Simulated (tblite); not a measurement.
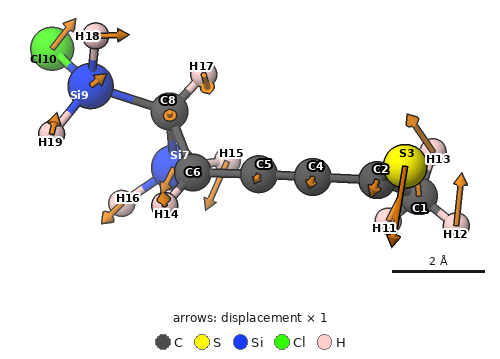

This is a relaxation of C$_{6}$H$_{9}$ClSSi$_{2}$. The starting structure is drawn; orange arrows show the displacements, at their true length. The two geometries are superimposed by the best rigid fit.

A ball-and-stick model, seen from a free direction.

Level of theory: GFN2-xTB geometry optimisation, gas phase in tblite 0.8.0. 

**Atoms of which element are displaced furthest, and by how much?**

Sulfur: up to 1.90 Å, against 1.31 Å for hydrogen.

**Describe the change and its energy.**

The atom that moves furthest after the best rigid fit is S3 (1.90 Å). By element the largest moves are S 1.90 Å, H 1.31 Å, Cl 0.89 Å, C 0.78 Å, Si 0.69 Å. Near-neighbour distances that change, for instance: Si9–Cl10 2.119 → 2.020 Å, C5–C6 1.480 → 1.399 Å, C2–C4 1.442 → 1.386 Å, C6–C8 1.494 → 1.548 Å. Bond angles that change, for instance: Si7–C8–Si9 114.7° → 126.1°, C8–C6–H14 122.9° → 115.8°, C2–C1–H11 104.0° → 109.9°. Groups turn about C1–C2 by about 40°, C8–Si9 by about 30°. After 202 geometry steps the energy has fallen by 0.697 eV.
